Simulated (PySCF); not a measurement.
**singlet [N2H3]+ at 6 levels**

Aim: a comparison of 6 runs (B2PLYP/def2-TZVP, BLYP/def2-TZVP, CAM-B3LYP/def2-TZVP, revPBE/def2-TZVP, wB97M-V/def2-TZVP, CCSD(T)/def2-TZVP) of singlet [N2H3]+. Input form: a Python script.

Program for the calculation: PySCF 2.14.0.

5 further runs of the same task are left out: 5 set aside as unsound or not needed.

## 1. The structure to begin with

[N2H3]+: 5 atoms, total charge +1, spin state singlet. SMILES of the parent species: `[NH]N`. The coordinates come from a GFN2-xTB relaxation. This is one conformer, not always the lowest. That shape belongs to the parent species and isn't relaxed for this state.

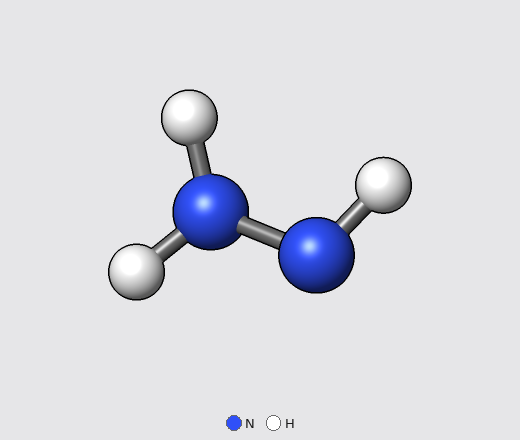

Viewed from a chosen angle; nitrogen blue, hydrogen white.

## 2. A single-point energy at B2PLYP/def2-TZVP (run 1)

File run.py:

```python
from pyscf import gto, dft, mp

molecule = gto.Mole()
molecule.atom = '''
N   -0.174970  -0.805480   0.447260
N   -0.126270   0.251970  -0.365880
H    0.751750  -0.989150   0.831090
H   -1.043070   0.577800  -0.638700
H    0.592550   0.964850  -0.273770
'''
molecule.basis = 'def2-tzvp'
molecule.max_memory = 1860
molecule.charge = 1
molecule.verbose = 4
molecule.build()

calc0 = dft.RKS(molecule, xc='0.53*HF + 0.47*B88, 0.73*LYP')
calc0.conv_tol = 1e-10
calc0.grids.level = 5
calc0.kernel()
if not calc0.converged:
    calc0 = calc0.newton().run(calc0.mo_coeff, calc0.mo_occ)

pt = mp.MP2(calc0, frozen=2).run()
e_tot = calc0.e_tot + 0.27 * pt.e_corr
print('PT2 part  %.8f' % (0.27 * pt.e_corr))
print(f'total energy: {e_tot:.8f} hartree')
```

On the command line:

```
$ OMP_NUM_THREADS=1 python run.py
```

What it wrote:

```text
PySCF version 2.14.0

[... 79 lines left out ...]
converged SCF energy = -110.751890333874
[... 1 line left out ...]
******** <class 'pyscf.mp.mp2.RMP2'> ********
nocc = 6, nmo = 78
frozen orbitals 2
E(RMP2) = -111.248259611162  E_corr = -0.496369277288535
E(SCS-RMP2) = -111.246242926436  E_corr = -0.494352592562075
E_corr(same-spin) = -0.116873700212501
E_corr(oppo-spin) = -0.379495577076034
PT2 part  -0.13401970
total energy: -110.88591004 hartree
```

Wall time 7.5 s (1 thread of Arm Neoverse V2, shared host); peak memory 0.38 GiB.

## 3. A single-point energy at BLYP/def2-TZVP (run 2)

File geometry.xyz:

```xyz
5
H3N2
N     -0.174970    -0.805480     0.447260
N     -0.126270     0.251970    -0.365880
H      0.751750    -0.989150     0.831090
H     -1.043070     0.577800    -0.638700
H      0.592550     0.964850    -0.273770
```

File calc.py:

```python
from pyscf import gto, dft

molecule = gto.M(
    atom='geometry.xyz',
    charge=1,
    max_memory=1860,
    verbose=3,
    basis='def2-tzvp',
)

mf = dft.RKS(molecule, xc='blyp')
mf.conv_tol = 1e-10
mf.grids.level = 5
mf.kernel()
if not mf.converged:
    mf = mf.newton().run(mf.mo_coeff, mf.mo_occ)

energy = mf.e_tot
print(f'total energy: {energy:.8f} hartree')
```

On the command line:

```
$ OMP_NUM_THREADS=1 python calc.py
```

What it wrote:

```text
converged SCF energy = -110.950672665402
total energy: -110.95067267 hartree
```

Wall time 6.3 s (1 thread of Arm Neoverse V2, shared host); peak memory 0.38 GiB.

Runs 3 to 5 aren't shown in full; the table further down has their settings and results.

## 4. The energy at CCSD(T)/def2-TZVP (run 6)

File job.py:

```python
from pyscf import gto, scf, cc

mol = gto.M(
    atom='''
N   -0.174970  -0.805480   0.447260
N   -0.126270   0.251970  -0.365880
H    0.751750  -0.989150   0.831090
H   -1.043070   0.577800  -0.638700
H    0.592550   0.964850  -0.273770
''',
    max_memory=1860,
    charge=1,
    verbose=3,
    spin=0,
    basis='def2-tzvp',
)

calc0 = scf.RHF(mol)
calc0.conv_tol = 1e-10
calc0.kernel()
if not calc0.converged:
    calc0 = calc0.newton().run(calc0.mo_coeff, calc0.mo_occ)

mycc = cc.CCSD(calc0, frozen=2)
mycc.kernel()
e_t = mycc.ccsd_t()
e_final = mycc.e_tot + e_t
print('Final energy', e_final)
```

On the command line:

```
$ OMP_NUM_THREADS=1 python job.py
```

What it wrote:

```text
converged SCF energy = -110.325652146055
E(CCSD) = -110.7415722324711  E_corr = -0.4159200864164194
CCSD(T) correction = -0.0199016987555919
Final energy -110.76147393122673
```

It took 9.9 s on 1 thread of Arm Neoverse V2, shared host; peak memory 0.31 GiB.

## 5. All runs side by side

```csv
run,level,frozen core orbitals,nlc grid,energy (Eh),HOMO energy (eV),LUMO energy (eV),HOMO–LUMO gap (eV),wall time
1,B2PLYP/def2-TZVP,2,–,-110.885910,-19.19,-9.50,9.69,7.5 s
2,BLYP/def2-TZVP,–,–,-110.950673,-15.53,-12.52,3.01,6.3 s
3,CAM-B3LYP/def2-TZVP,–,–,-110.918535,-18.95,-10.01,8.94,11 s
4,revPBE/def2-TZVP,–,–,-110.951529,-15.57,-12.56,3.01,6.3 s
5,wB97M-V/def2-TZVP,–,1,-110.928175,-19.89,-8.73,11.15,32 s
6,CCSD(T)/def2-TZVP,2,–,-110.761474,-22.02,-6.41,15.61,9.9 s
```

## 6. What came out

| quantity | value |
| --- | --- |
| run 6: total energy | -110.76147 Eh |
| run 6: HOMO energy (Hartree–Fock orbitals) | -22.02 eV |
| run 6: LUMO energy (Hartree–Fock orbitals) | -6.41 eV |
| run 6: HOMO–LUMO gap (Hartree–Fock orbitals) | 15.61 eV |
| run 6: correlation energy (2 core orbitals frozen) | -435.8 mEh |
| run 6: (T) correction | -19.90 mEh |
| run 6: T1 diagnostic | 0.025 |

In words: Over runs 1, 2, 3, 4, 5 the HOMO–LUMO gap runs from 3.01 eV (BLYP/def2-TZVP) to 11.15 eV (wB97M-V/def2-TZVP). Totals of different functionals can't be ranked against each other. All runs together took 73 s, the longest 32 s.
